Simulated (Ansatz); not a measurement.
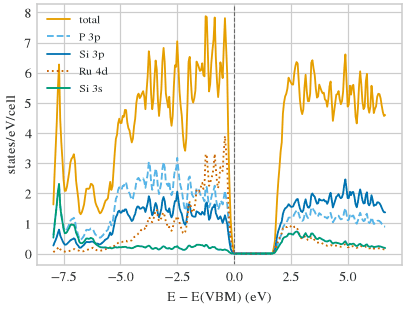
Fig. 1. Total and projected density of states of Si₄P₄Ru in space group P1 (No. 1; Pearson symbol aP9), r²SCAN in the plane-wave PAW code Ansatz

Task: Which orbitals carry the states next to the gap?

Result: Top 1 eV of the valence band: Ru 4d 45 %, P 3p 28 %, Si 3p 19 %. Bottom 1 eV of the conduction band: Si 3p 29 %, P 3p 19 %, Ru 4d 17 %, Si 3s 11 %, P 3s 10 %, outside the projected shells 14 %. Projections are on Löwdin-orthogonalised atomic valence shells; empty p or d shells of many metals are not among them.

Task: Where is the tallest occupied peak in this window, and what makes it?

Result: Near -1.2 eV, about 7.9 states/eV per cell; the largest projected share is Ru 4d.

The workflow started from a Materials Project entry (that database holds measured and hypothetical structures alike); the Crystallography Open Database copy checked does not list it. With Si and P taken as one species the cell has the higher symmetry P-1, so it may be an ordered model of a mixed-site phase. Its standing as an ambient phase is unchecked. The r²SCAN relaxation kept the symmetry of its start; whether a distortion lowers the energy is not shown. The run is not spin-polarised. Spin–orbit coupling is left out wherever it is not named.

Potentials: the earlier of the program's two PAW sets.
